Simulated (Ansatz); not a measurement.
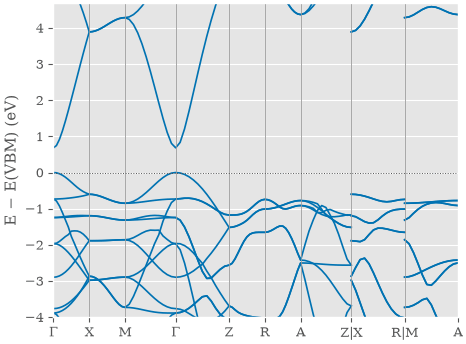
Fig. 1. Band structure from DFT-PBE in the program Ansatz with PAW potentials

Read off the gap and where the band edges lie.

About 0.7 eV (0.68 eV by a search for the band edges); maximum at Γ, minimum at Γ.

Which of these materials gives this?
(A) Zn4TeS3, P-4m2 (Pearson symbol tP8)
(B) BaSrTi2O6, P4mm (Pearson symbol tP10)
(C) SnO2, rutile
(D) Sr2ZrTiO6, P4/mmm (Pearson symbol tP10)

C, SnO2, rutile

Space group P4_2/mnm (rutile). The cell was relaxed with PBE under the symmetry of its start. Spin–orbit coupling is left out wherever it is not named.

Potentials: the earlier of the program's two PAW sets.
